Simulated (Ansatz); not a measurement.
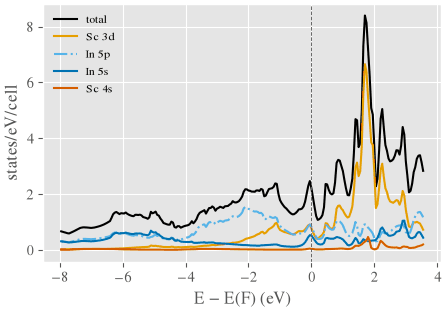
Figure: Total and projected density of states of ScIn3 (Cu3Au type, Pm-3m), DFT-r²SCAN in the program Ansatz with PAW potentials

Question: Which orbitals carry the states next to the Fermi level?

Answer: Within 0.5 eV of the Fermi level: Sc 3d 40 %, In 5p 38 %, In 5s 18 %. Projections are on Löwdin-orthogonalised atomic valence shells; empty p or d shells of many metals are not among them.

The workflow started from a Materials Project entry (that database holds measured and hypothetical structures alike); the Crystallography Open Database files this formula in space group No. 221, but the cells were not matched. Its standing as an ambient phase is unchecked. Symmetry was held in the r²SCAN relaxation; its stability against distortions is not shown here. The run is not spin-polarised. Scalar-relativistic: spin–orbit coupling is off unless named, which matters more the heavier the elements.

Potentials: the later of the program's two PAW sets.
